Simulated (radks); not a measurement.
**Atomic calculation, with input and output: Sb²⁺**

The antimony ion Sb²⁺ in the configuration [Kr] 4d10 5s2 5p1 (5p1/2: 1). Computed at this level: Dirac Kohn-Sham, PBE, spin-unpolarised, spherical densities, finite nucleus (the in-house radial solver radks).

**Input file**
```
Z 51
configuration [Kr] 4d10 5s2 5p1 6s0 4f0
relativity Dirac
functional pbe,pbe
spin unpolarised
j_filling energy
nucleus finite rms 4.6802 fm
c 137.035999084
```

Energies in input and log are in hartree, lengths in bohr (the nuclear radius in fm).

Launched within a batch (the task file carries these settings):
```bash
python <driver script> task.json out
```

**The program's output**
```
1s1/2   1   2.0000       -1113.55972615
2s1/2   1   2.0000        -169.97282233
2p1/2   1   2.0000        -159.06313944
2p3/2   1   4.0000        -149.80904194
3s1/2   1   2.0000         -33.86710548
3p1/2   1   2.0000         -29.40702525
3p3/2   1   4.0000         -27.69939921
3d3/2   1   4.0000         -19.82371128
3d5/2   1   6.0000         -19.46883498
4s1/2   1   2.0000          -6.13573542
4p1/2   1   2.0000          -4.62738767
4p3/2   1   4.0000          -4.31165239
4d3/2   1   4.0000          -1.92589695
4d5/2   1   6.0000          -1.87995480
5s1/2   1   2.0000          -1.07646383
5p1/2   1   1.0000          -0.75653751
5p3/2   1   0.0000          -0.72449266
6s1/2   1   0.0000          -0.35877452
4f5/2   1   0.0000          -0.16899593
4f7/2   1   0.0000          -0.16895566
Etot -6482.441733032964
Ekin 6840.228324583022
Encl -15708.358191960455
Eh 2555.7880473886435
Exc -170.09991304417468
err 6.7330934673168506e-09
it 14
```

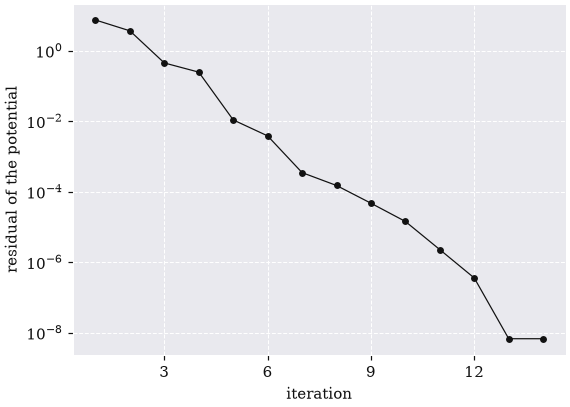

Figure 1. Convergence: residual of the potential against the iteration. The residual falls almost steadily, with no more than small rises or pauses. It goes from 7.5 to 6.7×10⁻⁹ in 14 steps.

**Orbitals**

| orbital | occupation | energy (eV) | ⟨r⟩ (bohr) | outer maximum (bohr) |
| --- | --- | --- | --- | --- |
| 1s | 2 | −30301.5 | 0.02842 | 0.0183 |
| 2s | 2 | −4625.2 | 0.1222 | 0.104 |
| 2p1/2 | 2 | −4328.3 | 0.1033 | 0.0798 |
| 2p3/2 | 4 | −4076.5 | 0.1087 | 0.0844 |
| 3s | 2 | −921.571 | 0.3302 | 0.300 |
| 3p1/2 | 2 | −800.206 | 0.3208 | 0.286 |
| 3p3/2 | 4 | −753.739 | 0.3321 | 0.297 |
| 3d3/2 | 4 | −539.431 | 0.3033 | 0.243 |
| 3d5/2 | 6 | −529.774 | 0.3069 | 0.246 |
| 4s | 2 | −166.962 | 0.7908 | 0.723 |
| 4p1/2 | 2 | −125.918 | 0.8323 | 0.746 |
| 4p3/2 | 4 | −117.326 | 0.8613 | 0.771 |
| 4d3/2 | 4 | −52.406 | 1.018 | 0.842 |
| 4d5/2 | 6 | −51.156 | 1.031 | 0.851 |
| 5s | 2 | −29.292 | 2.091 | 1.85 |
| 5p1/2 | 1 | −20.586 | 2.444 | 2.12 |
| 5p3/2 | 0 | −19.714 | 2.528 | 2.19 |
| 6s | 0 | −9.763 | 4.756 | 4.48 |

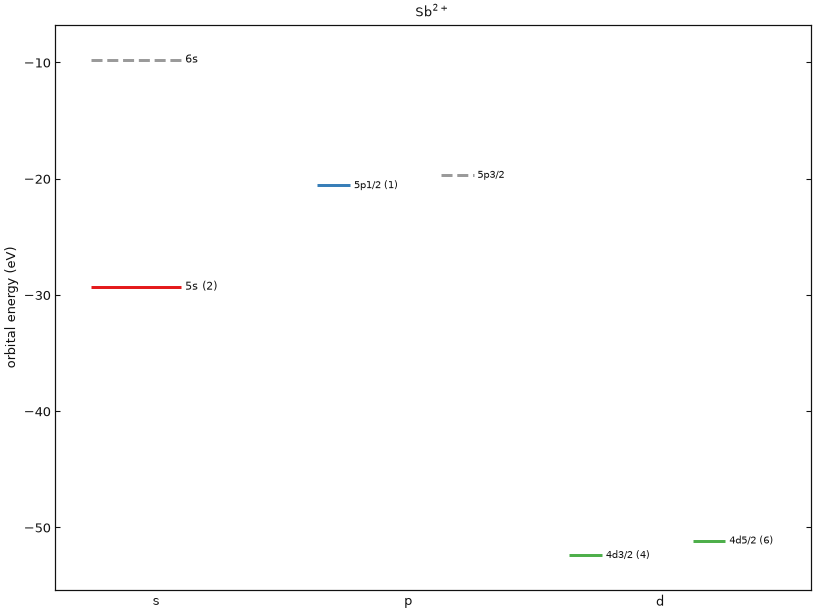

Figure 2. The outer levels are drawn by angular momentum (occupations in brackets, the lower j at the left of each column, empty levels dashed). The highest occupied level is 5p1/2 at −20.6 eV. From the top down the occupied levels run 5p1/2 (−20.6 eV), 5s (−29.3 eV), 4d5/2 (−51.2 eV), 4d3/2 (−52.4 eV). The lowest empty level drawn is 5p3/2 at −19.7 eV. Spin-orbit splittings: 5p 0.872 eV, 4d 1.25 eV. The measured ionisation energy (NIST) is 25.3 eV; minus the highest level, 20.6 eV, lies 19 % below it, as is usual for a semilocal functional, whose potential decays too fast.

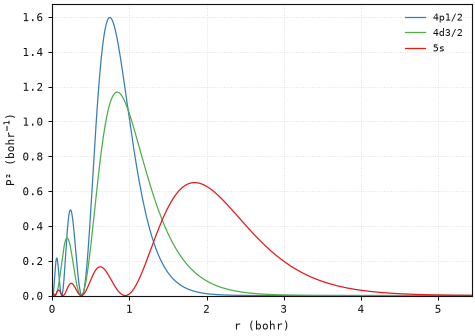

Figure 3. The radial probability densities P² (large components) of 5s, 4p1/2 and 4d3/2. 4p1/2: outer maximum at 0.746 bohr, ⟨r⟩ = 0.832 bohr, 2 nodes, eigenvalue −125.9 eV; 4d3/2: outer maximum at 0.842 bohr, ⟨r⟩ = 1.02 bohr, 1 node, eigenvalue −52.4 eV; 5s: outer maximum at 1.85 bohr, ⟨r⟩ = 2.09 bohr, 4 nodes, eigenvalue −29.3 eV. The innermost lobes are too small to be seen at this scale.

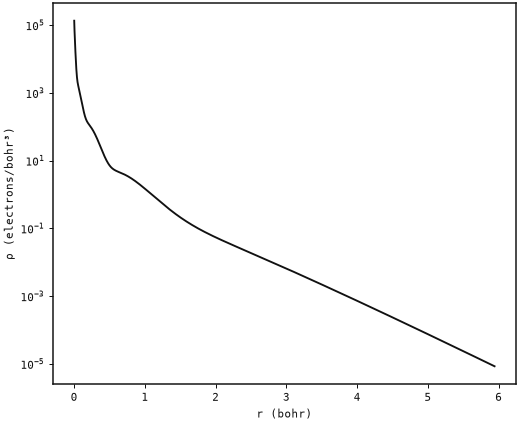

Figure 4. The electron density ρ(r) on a logarithmic scale. The density falls from 140000 electrons/bohr³ at the inner end (r = 0.00099 bohr) to 0.001 at r = 3.86 bohr, a common measure of the size of an atom or ion. The steps in the slope mark the shells; the radial density has its minima at 0.039, 0.17 and 0.55 bohr.

**Results in brief**

- outcome: converged
- total energy: −6482.4417 hartree
- kinetic energy: 6840.2283 hartree
- electron–nucleus energy: −15708.3582 hartree
- Hartree energy: 2555.7880 hartree
- exchange–correlation energy: −170.099913 hartree
- radius at density 0.001 e/bohr³: 3.86 bohr
- SCF iterations: 14
- hardware: 1 CPU thread, shared host
